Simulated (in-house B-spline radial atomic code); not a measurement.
**Se⁶⁺: RPA and GW calculation**

Se⁶⁺, configuration [Ar] 3d10. Computed at this level: RPA, second-order and SOSEX correlation energies and G0W0 (contour deformation) on a scalar-relativistic (spin-free one-electron X2C) mean field, all electrons, B-spline basis (in-house B-spline radial atomic code).

### Results in brief

| quantity | value |
| --- | --- |
| outcome | converged |
| mean-field total energy | −2420.15330 hartree |
| total energy with exact exchange alone | −2418.99030 hartree |
| exact exchange energy | −84.73642 hartree |
| RPA correlation, extrapolated in the angular momentum of the empty orbitals | −2.14583 hartree |
| RPA correlation, as summed | −2.11936 hartree |
| direct second-order term | −2.44460 hartree |
| second-order exchange term | 0.71007 hartree |
| SOSEX term | 0.65918 hartree |
| hardware | 1 CPU thread, shared host |
| wall time | 2.5 s |

### Remarks

Caveats: spin-orbit coupling, Breit and QED terms are absent.

### Input file
```
Z = 34
electrons = 28.0
configuration = [Ar] 3d10
hamiltonian = x2c
method = pbeh
lmax = 9
exact_exchange_fraction = 0.0
rms_radius = 4.14
spin_polarised = False
box_radius = 9.29
intervals = 67
```

Launched within a batch (the task file carries these settings):
```bash
python <driver script> task.json out
```

The program writes its results to a structured record and prints no log; tables and figures of this report are taken from that record.

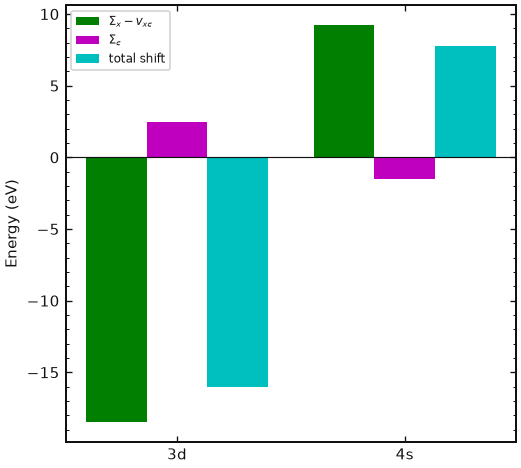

Figure 1. Parts of the G₀W₀ correction to each level for Se⁶⁺ ([Ar] 3d¹⁰). All-electron spherical atom, scalar X2C, PBE start, no spin-orbit coupling, Breit or QED terms; computed with a B-spline radial code. The quasi-particle equation is solved at full frequency; levels of low quasi-particle weight Z are left out. Σ columns are in eV, and Σc holds an estimate for the angular momenta beyond the basis. G₀W₀ moves the highest occupied level, 3d, from −139.86 to −155.87 eV (renormalisation factor Z = 0.96). The empty level 4s goes from −89.79 to −82.02 eV.

```tsv
Level	Mean field (eV)	Σx − vxc (eV)	Σc (eV)	Z	G₀W₀ (eV)
3d	−139.86	−18.48	2.48	0.96	−155.87
4s	−89.79	9.26	−1.50	0.99	−82.02
```
